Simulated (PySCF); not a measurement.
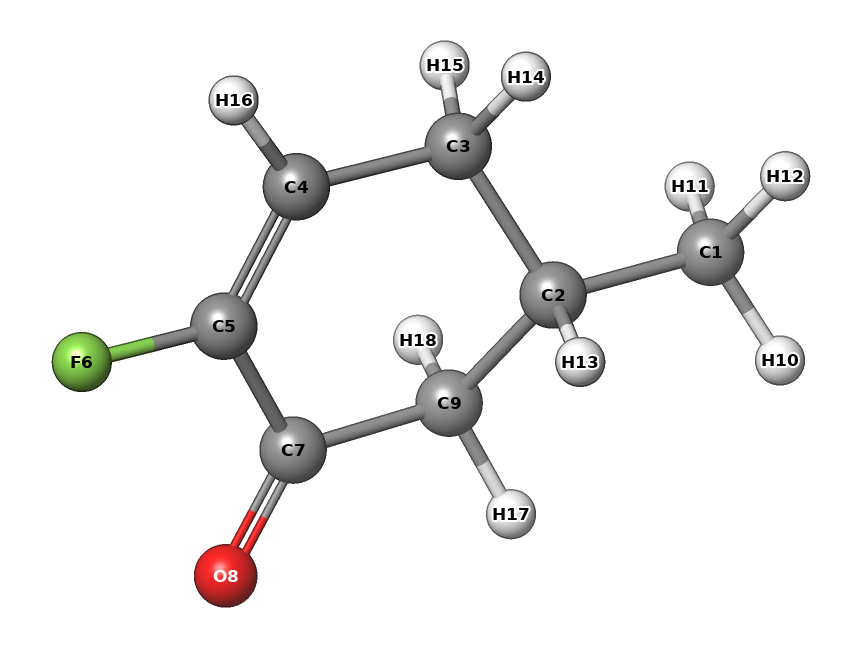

The geometry was computed by an optimisation with PBE0-D3(BJ)/def2-SVP. No frequency run is at hand to confirm it as a minimum. Method: TDDFT CAM-B3LYP/def2-SVPD, vertical, gas phase, core orbitals frozen in the response (PySCF 2.14.0), and the same with a continuum solvent (IEF-PCM, Bondi radii x 1.2, gas-phase geometry).

How do dipole (D), HOMO–LUMO gap (eV), lowest singlet (eV) change in dichloromethane (ε = 8.9), acetone (ε = 20.5)?

```tsv
medium	dipole (D)	HOMO–LUMO gap (eV)	lowest singlet (eV)
gas phase	5.02	8.37	3.94
dichloromethane	6.55	8.36	4.15
acetone	6.74	8.36	4.18
```
